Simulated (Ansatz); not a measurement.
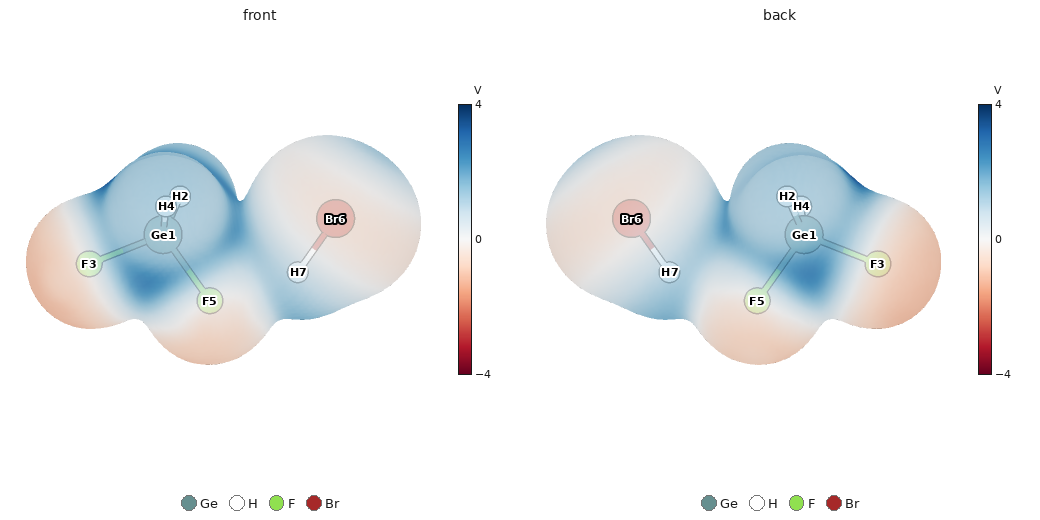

F2GeH2···HBr. The electrostatic potential painted on the density surface at 0.004 e/bohr³, seen from the front and from behind; red is negative and blue positive.

All numbers below come from Ansatz 0.2.0, RKS B3LYP-D4/def2-SVP.

```xyz
7

Ge    0.3197    0.1835    0.0047
H     0.8654    0.5272    1.3905
F     1.6471   -0.3483   -0.9775
H    -0.4811    1.2084   -0.7983
F    -0.6730   -1.2537    0.1681
Br   -2.8750    0.3305    2.0176
H    -2.2633   -0.7536    1.3034
```

### Where is the surface potential most negative and most positive?

The most negative region (about −1.1 V) lies over F3, the most positive (about +3.3 V) over Ge1. Br6 shows a σ-hole: about +1.2 V at the tip opposite its bond, against about −0.2 V on its flanks.
